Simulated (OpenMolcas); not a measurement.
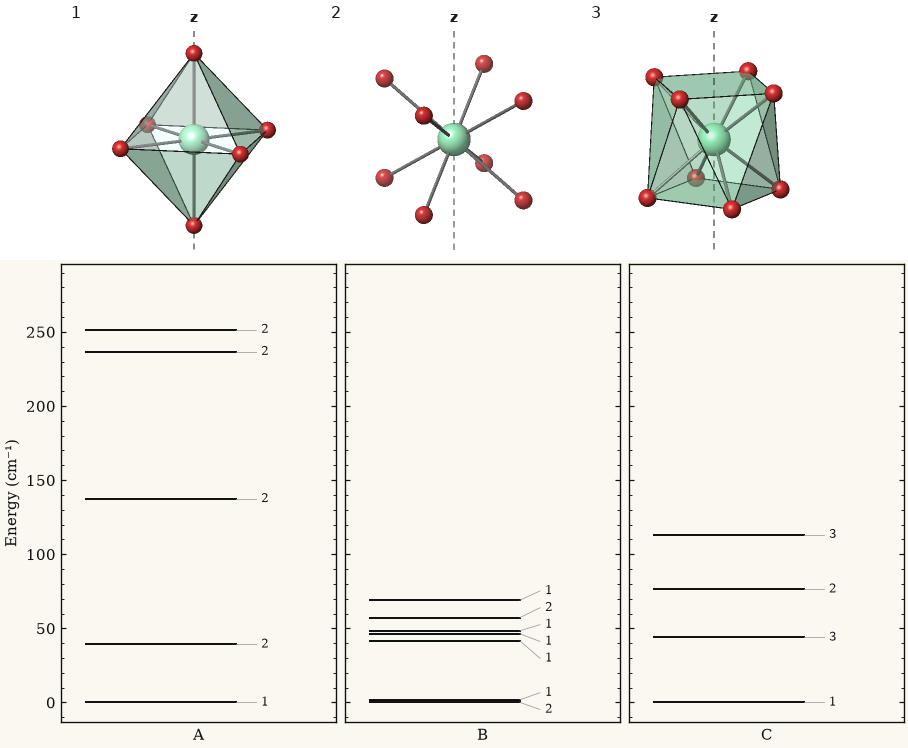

Pm³⁺ (4f⁴) among point charges in three arrangements (top) and its lowest levels in each (bottom, numbers are degeneracies). Computed with OpenMolcas: state-averaged CASSCF, active space 4 electrons in the shell 4f, basis ANO-RCC-VDZP, DKH2 scalar Hamiltonian, spin-orbit coupling by RASSI with atomic mean-field integrals.

(1) 6 point charges of −1 e at 2.8 Å, arranged as: tetragonal octahedron (D4h), axial distortion 1.01
(2) 8 point charges of −1.5 e at 2.78 Å, arranged as: cube (Oh)
(3) 8 point charges of −1.5 e at 2.64 Å, arranged as: square antiprism (D4d), axial distortion 0.89

### Match the level schemes to the arrangements.

A is (3). The ground level is non-degenerate, 98 % from states of spin multiplicity 5, effective J = 4.00, with |mJ| = 0 the largest share (100 %). The next level lies at 39 cm⁻¹. B is (1). The ground level is E, doubly degenerate, 98 % from states of spin multiplicity 5, effective J = 4.00, with |mJ| = 3 the largest share (89 %). Its principal g values are 0.00, 0.00 and 3.08, easy-axis. The next level lies at 1.8 cm⁻¹ (B₂). C is (2). The ground level is A₁, non-degenerate, 98 % from states of spin multiplicity 5, effective J = 4.00, with |mJ| = 0 the largest share (58 %). The next level lies at 44 cm⁻¹ (T₁).

Caveat: high states of lower spin left out of the spin-orbit mixing; point charges have no covalency; spin-free states above about 39,000 cm⁻¹ are left out of the spin-orbit step.
